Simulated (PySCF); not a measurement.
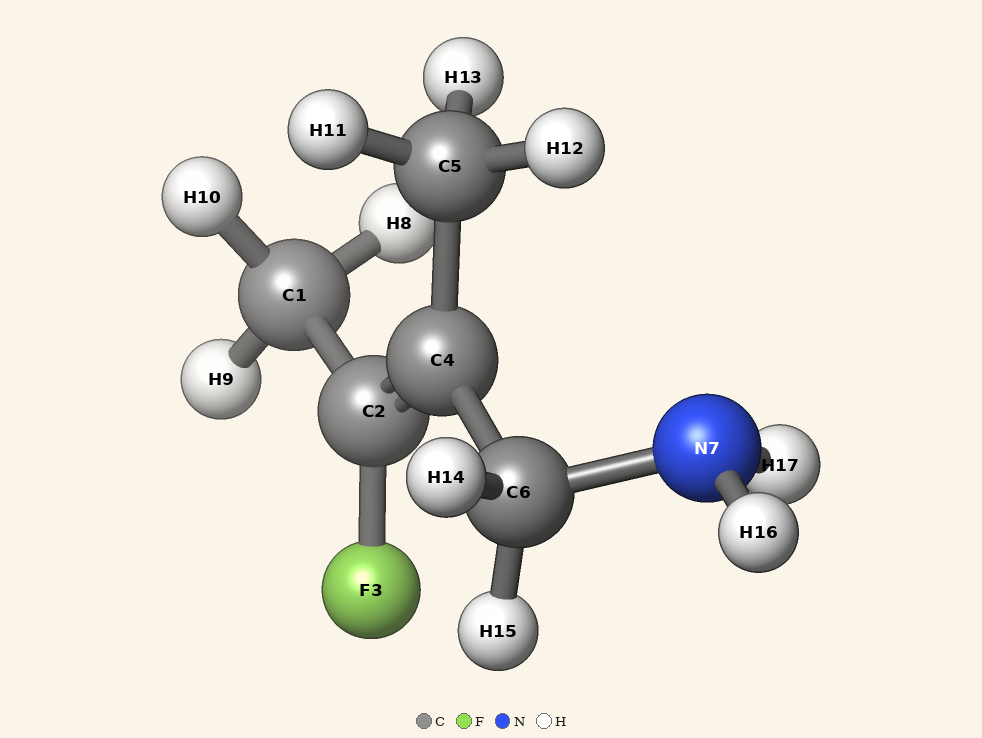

The computed structure is the end point of a GFN2-xTB optimisation. No frequency run is at hand to confirm it as a minimum. Electric field gradients from the ground-state density, PBE0/pcSseg-1 (PySCF 2.14.0), non-relativistic apart from any core potentials.

Give the largest field-gradient component, the quadrupole coupling constant and the asymmetry for 14N at N7 (Q = 20.44 mb), 2H at H8 (Q = 2.86 mb), 2H at H9 (Q = 2.86 mb), 2H at H10 (Q = 2.86 mb), 2H at H11 (Q = 2.86 mb).

```csv
atom,V_zz (a.u.),e²qQ/h (MHz),η
N7,−1.159,−5.57,0.14
H8,0.310,0.208,0.02
H9,0.313,0.210,0.02
H10,0.314,0.211,0.03
H11,0.313,0.210,0.02
```
